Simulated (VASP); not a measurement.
Band structure of KF (rock salt). These are optB86b-vdW, VASP's PBE PAW potentials (set 64) (plane waves; VASP) values and carry that method's errors.

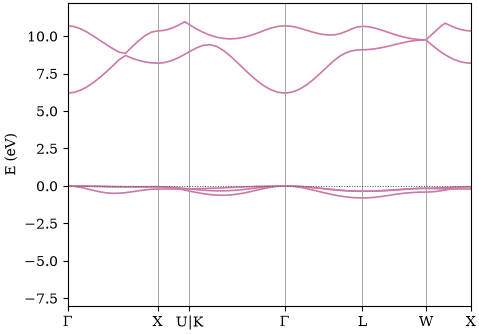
Figure. Bands along high-symmetry lines, zero at the valence-band maximum or, without a gap, the Fermi level

Q: Read the plot: is there a gap, and where are the band edges?

A: The gap is direct, 6.20 eV, from the valence maximum at Γ to the conduction minimum at Γ. (Edges off the drawn lines would not show.)

Measured: gap 10.90 eV (computed value off by -4.70 eV), as given by David Koller et al., Journal of Physics Condensed Matter (2013), arXiv:1304.4470.

The compound is KF in the rock salt structure. It was relaxed first.
